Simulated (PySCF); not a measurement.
Molecule: Si(Cl)2(OH)2, SMILES Cl[Si](O)(Cl)O (H₂Cl₂O₂Si). Atoms near the plane z = 1.5 Å, at the PBE0/def2-SVP optimised geometry (x, y, z in Å): Si2 (-0.7, -0.6, 0.0), O3 (0.9, -0.6, 0.0), Cl4 (-1.4, -1.5, 1.7), Cl5 (-1.2, 1.4, 0.0), H7 (1.4, -1.4, 0.2).

Computed with PySCF with PBE0/def2-TZVP. Cells within 0.4 Å of a nucleus heavier than hydrogen are left out (blank, or x). The values are rescaled to run from 0 to 1.

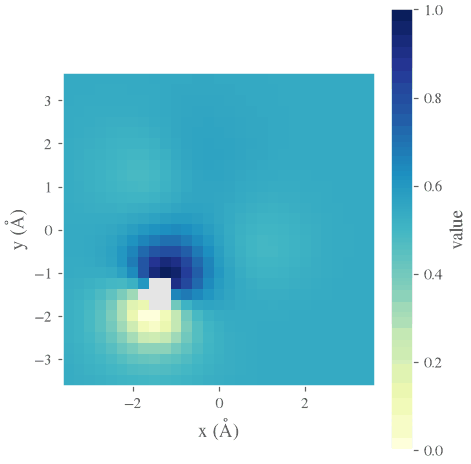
a field on the plane z = 1.5 Å.

### Question
Which quantity is mapped?
(A) deformation density (molecule minus spherical neutral atoms)
(B) an orbital amplitude
(C) log10 of the electron density
(D) Laplacian of the electron density

### Answer
B, an orbital amplitude. In full: HOMO−1 amplitude (bohr^(-3/2)).
